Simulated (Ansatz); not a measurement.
**BFH3N···SiH4: density, localisation and related maps**

```yaml
atoms:
  - { symbol: B, position_ang: [0.0596, -0.6726, -0.3244] }
  - { symbol: F, position_ang: [-0.0158, -1.5043, 0.7324] }
  - { symbol: H, position_ang: [1.1343, -0.4992, -0.8686] }
  - { symbol: N, position_ang: [-1.1008, -0.0240, -0.7729] }
  - { symbol: H, position_ang: [-2.0180, -0.1591, -0.3442] }
  - { symbol: H, position_ang: [-1.1021, 0.6085, -1.5716] }
  - { symbol: Si, position_ang: [-0.4622, 2.6214, 1.2666] }
  - { symbol: H, position_ang: [-1.9036, 2.5971, 0.8387] }
  - { symbol: H, position_ang: [-0.2499, 3.8023, 2.1752] }
  - { symbol: H, position_ang: [0.4217, 2.7700, 0.0615] }
  - { symbol: H, position_ang: [-0.1266, 1.3590, 2.0048] }
```

Method: RKS PBE-D4/def2-SVP in Ansatz.

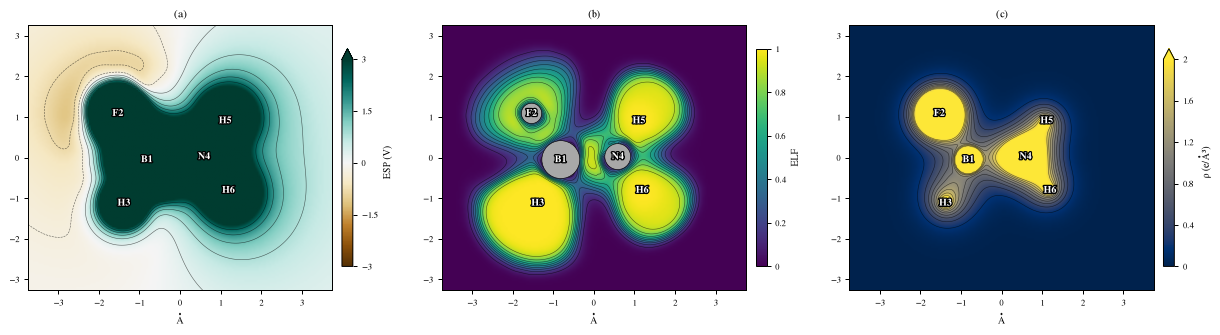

Figure 1. (a) molecular electrostatic potential; (b) ELF; (c) electron density on the plane of atoms H3, B1 and N4. Grey discs cover the atomic cores in the ELF map.

**What does the map show?**

The section cuts through B, F, H and N sites. B–F (1.35 Å): ρ is about 2 e/Å³ halfway; the ELF peaks at about 0.85 between the atoms (a polar covalent bond). B–N (1.40 Å): ρ at the midpoint is about 1.9 e/Å³; the ELF peaks at about 0.90 between the atoms; a polar covalent bond. N–H (1.02 Å): ρ is about 2.8 e/Å³ halfway; the ELF climbs to about 1 towards the hydrogen, as it does in any bond to H: a covalent bond by its length. B–H (1.22 Å): ρ is about 1.2 e/Å³ halfway; the ELF climbs to about 1 towards the hydrogen: an ordinary covalent bond to hydrogen. The ELF also peaks beside F2, away from the bonds: lone-pair regions. Outside the dense part of the complex the potential is most negative (−1.1 V) near F2.

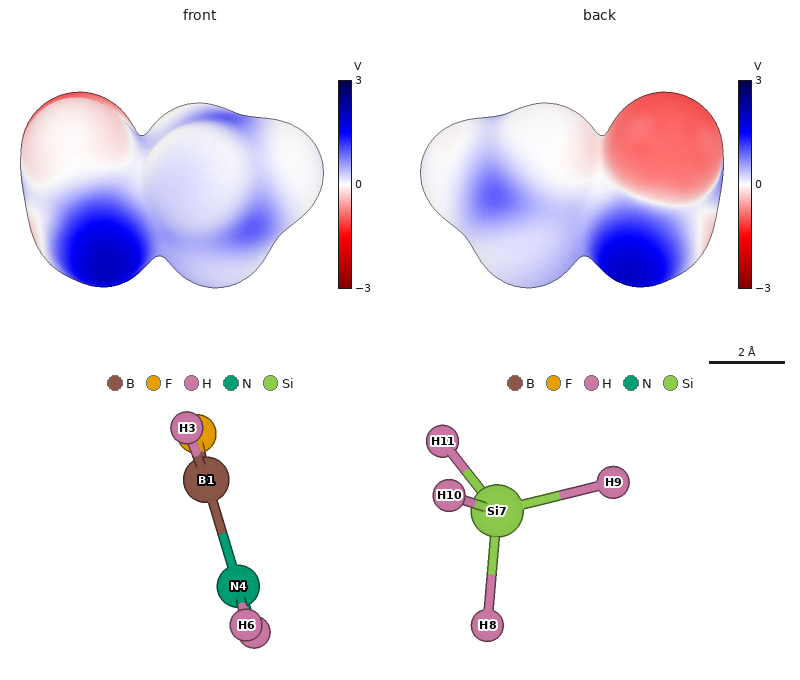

Figure 2. The molecular electrostatic potential painted on the density surface at 0.002 e/bohr³, seen from the front and from behind; the colour scale runs from red (negative) to blue (positive). The bare structure is drawn below in the same view.

**Describe the electrostatic potential map.**

The most negative region (about −1.0 V) lies over F2, the most positive (about +2.0 V) over H5 and H6.

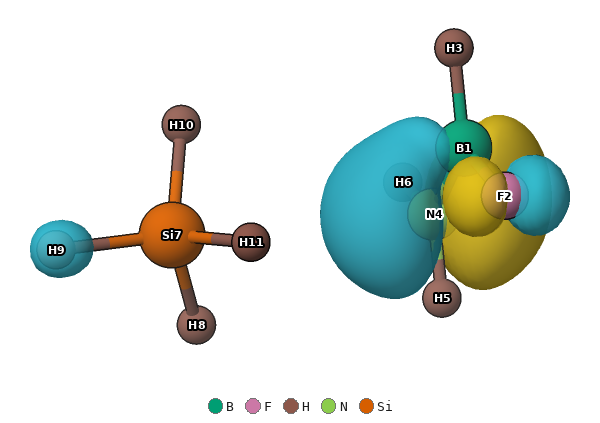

Figure 3. The HOMO at ±0.15 Å⁻³ᐟ² (yellow and cyan are the two phases), seen at an oblique angle.

**What is the character of this orbital?**

Its weight (Hirshfeld) is mainly on N4 (about 60 %), B1 (about 15 %) and F2 (about 10 %). Its energy is −6.94 eV.
